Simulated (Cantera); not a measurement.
Feed: 1 mol SiH₂Cl₂, 3.5 mol H₂, equilibrated at 0.130 bar.

Equilibrium computed with Cantera from the NASA thermochemical tables; the gas is ideal and each condensed phase is pure. Candidate condensed phases: Si; 19 gas species. The tables' values for SiCl, SiCl₃ are old estimates; treat these amounts as uncertain. Gases not in the tables: Si₂H₆ and higher silanes. Equilibrium is a limit: real reactors are often held back by kinetics, nucleation or transport.

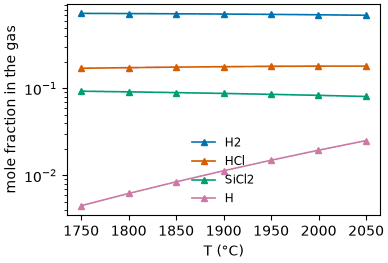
Figure: Equilibrium gas composition (values under 1e-9 drawn at 1e-9)

**Question.** Read off the mole fractions at 1850 °C.

**Answer.** H₂ about 0.72, HCl about 0.18, SiCl₂ about 0.090, H about 0.0084.
